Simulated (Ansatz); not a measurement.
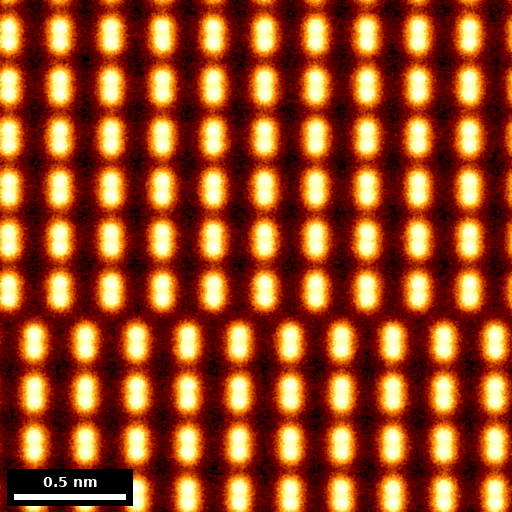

Integrated-DPC-like image of Ga (Cmce, No. 64) along [010]. Simulated as the projected potential of neutral atoms (B = 0.5 Å²) blurred by a 0.50 Å probe, the thin-sample limit of integrated differential phase contrast. The display is stretched by a gamma of 0.65; percentages refer to the linear signal. Shot noise was added.

One planar defect was built into the perfect crystal by geometry alone, without relaxation. Host structure: coordinates from a relaxation at fixed volume with Ansatz 0.2.0, DFT PBE, spin-orbit coupling, plane waves, PAW.

Q: Where does the periodic pattern break, and how?

A planar fault (a stacking fault) runs horizontally about 14 Å below the top edge. The part above it is shifted along the boundary by 1/2 of the 2.29 Å repeat of the rows (1.1 Å to the right, the same as to the left); both parts keep the same orientation.
